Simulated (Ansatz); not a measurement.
Breaking a bond: C₂H₁₀Al₂O₆, singlet. The Al1–O19 bond (Al1 also carries Al, O, O, O; O19 carries H) is varied alone, starting from the PBE0/def2-SVP optimised geometry.

```
20

Al     0.0000     0.0000     0.0000
Al    -0.0055    -2.4659    -1.3383
O     -1.1918    -1.3033    -0.5283
C     -2.4477    -1.6015     0.0517
H     -2.5131    -1.1399     1.0485
H     -3.2622    -1.2205    -0.5834
H     -2.5557    -2.6917     0.1594
O      0.0000     1.5301    -0.7648
H     -0.0807     1.6837    -1.7062
O      1.1867    -1.1634    -0.8082
C      2.4438    -0.8662    -1.3860
H      2.5104    -1.3274    -2.3830
H      2.5531     0.2239    -1.4931
H      3.2569    -1.2484    -0.7498
O     -0.0055    -3.9961    -0.5740
H      0.0753    -4.1507     0.3672
O     -0.0056    -2.4635    -3.0496
H     -0.1271    -3.2723    -3.5485
O      0.0000     0.0000     1.7115
H      0.1221     0.8101     2.2082
```

Levels of theory: RKS-PBE0 = restricted PBE0/def2-SVP (Ansatz, a program for electronic structure); UKS-PBE = unrestricted PBE/def2-SVP (Ansatz); RKS-CAM-B3LYP = Ansatz with restricted CAM-B3LYP/def2-SVP.

Energies are in kcal/mol, each relative to the lowest point of its own curve near equilibrium.

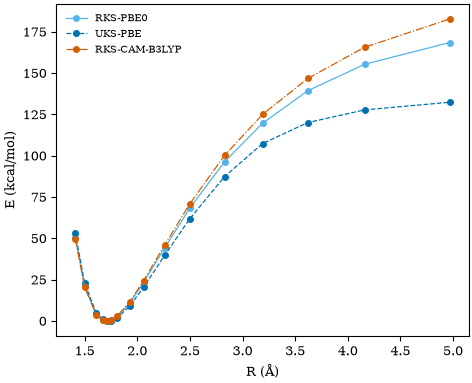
*Energy against bond length for each method.*

```json
[
 {"R / Å": "1.41", "RKS-PBE0": "50.9", "UKS-PBE": "53.4", "RKS-CAM-B3LYP": "49.9"},
 {"R / Å": "1.50", "RKS-PBE0": "21.0", "UKS-PBE": "22.8", "RKS-CAM-B3LYP": "20.4"},
 {"R / Å": "1.61", "RKS-PBE0": "4.0", "UKS-PBE": "4.8", "RKS-CAM-B3LYP": "3.7"},
 {"R / Å": "1.67", "RKS-PBE0": "0.6", "UKS-PBE": "0.9", "RKS-CAM-B3LYP": "0.5"},
 {"R / Å": "1.71", "RKS-PBE0": "0.0", "UKS-PBE": "0.0", "RKS-CAM-B3LYP": "0.0"},
 {"R / Å": "1.75", "RKS-PBE0": "0.5", "UKS-PBE": "0.1", "RKS-CAM-B3LYP": "0.6"},
 {"R / Å": "1.81", "RKS-PBE0": "2.7", "UKS-PBE": "1.8", "RKS-CAM-B3LYP": "3.0"},
 {"R / Å": "1.93", "RKS-PBE0": "11.0", "UKS-PBE": "9.2", "RKS-CAM-B3LYP": "11.7"},
 {"R / Å": "2.06", "RKS-PBE0": "23.3", "UKS-PBE": "20.4", "RKS-CAM-B3LYP": "24.4"},
 {"R / Å": "2.26", "RKS-PBE0": "44.2", "UKS-PBE": "39.7", "RKS-CAM-B3LYP": "46.0"},
 {"R / Å": "2.50", "RKS-PBE0": "68.4", "UKS-PBE": "62.0", "RKS-CAM-B3LYP": "71.0"},
 {"R / Å": "2.83", "RKS-PBE0": "96.4", "UKS-PBE": "87.4", "RKS-CAM-B3LYP": "100.2"},
 {"R / Å": "3.19", "RKS-PBE0": "119.6", "UKS-PBE": "107.3", "RKS-CAM-B3LYP": "125.0"},
 {"R / Å": "3.62", "RKS-PBE0": "139.3", "UKS-PBE": "120.1", "RKS-CAM-B3LYP": "146.8"},
 {"R / Å": "4.16", "RKS-PBE0": "155.3", "UKS-PBE": "127.7", "RKS-CAM-B3LYP": "165.7"},
 {"R / Å": "4.97", "RKS-PBE0": "168.5", "UKS-PBE": "132.4", "RKS-CAM-B3LYP": "182.8"}
]
```

At the longest distance, 4.97 Å, RKS-CAM-B3LYP lies highest above its minimum (182.8 kcal/mol) and UKS-PBE lowest (132.4 kcal/mol).

The restricted form behind RKS-PBE0, RKS-CAM-B3LYP keeps the bonding electrons paired and can't separate into open-shell fragments. The unrestricted determinant behind UKS-PBE is spin-contaminated at 3.19 to 4.97 Å (<S²> up to 0.8, against 0.00 for a pure singlet).
